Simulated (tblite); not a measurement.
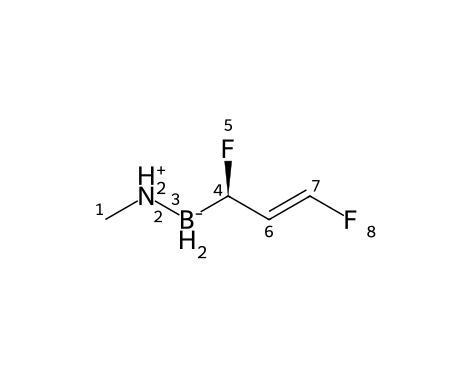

A structural formula, with wedges where it has stereocentres; small numbers name the atoms. The configuration is that of a computed structure (GFN2-xTB).

**Give the R/S and E/Z labels.**

C4: R; C6=C7: E.

**Give a SMILES with the stereochemistry.**

C[NH2+][BH2-][C@@H](F)/C=C/F
